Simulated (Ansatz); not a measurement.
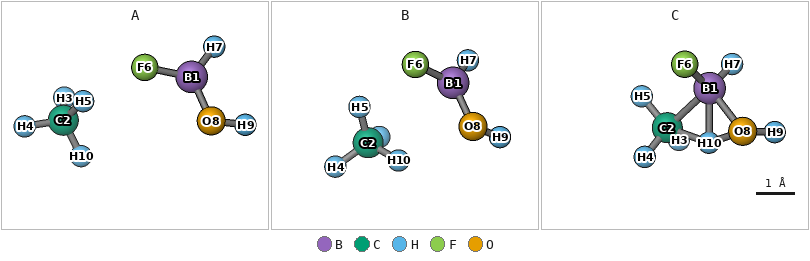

3 geometries from a converged minimum-energy path of CH6BFO, shuffled. The picture is a ball-and-stick view, seen at a tilt.

All numbers below come from RKS B3LYP/6-31G* (Ansatz). Run with 7 movable images; climbing image; force threshold 0.05 eV/Å; iteration limit 60; starting path through a guess of the saddle point.

Q: Which frame is the top of the path?

A: C. In order along the path, whose images run from 0 to 8: C (image 1, +116.3 kJ/mol), B (image 4, −150.5 kJ/mol), A (image 7, −152.8 kJ/mol). Breaking: B1–C2 (1.59 → 1.80 at the top → 4.46 Å), O8–H10 (0.97 → 1.23 at the top → 5.18 Å). Forming: B1–O8 (1.99 → 1.59 at the top → 1.35 Å), C2–H10 (2.65 → 1.41 at the top → 1.09 Å).

Cost: 6.6 min on 1 thread of Arm Neoverse V2, with other jobs on the host, peak memory 0.14 GiB.
